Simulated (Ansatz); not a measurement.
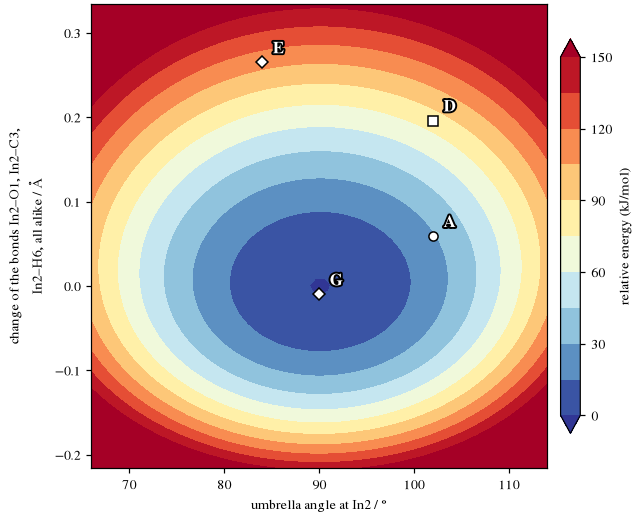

CH₇InOSi, SMILES [OH][InH][CH2][SiH3]. First axis: umbrella angle at In2 (between each of its bonds and their common axis; 90 is planar). Second axis: change of the bonds In2–O1, In2–C3, In2–H6, all alike. Nothing is relaxed (all other coordinates rigid). Grid: 9 × 9 points. Points are written as (first, second). Energies: kJ/mol, counted from the lowest grid point. Level of theory: RKS PBE0-D4/def2-SVP (Ansatz).

In the figure: filled contours, one colour for all values above the top of the scale, lettered points. Between grid points the surface is interpolated.

### What kind of point is each of A, D, E, G: minimum, saddle, maximum or slope?

A: on a slope; D: on a slope; E: on a slope; G: minimum. (In these two coordinates alone; a stationary point may lie a little off the grid point.)

### Rank the lettered points by energy, lowest first.

G (0 kJ/mol), A (29 kJ/mol), D (82 kJ/mol), E (110 kJ/mol).
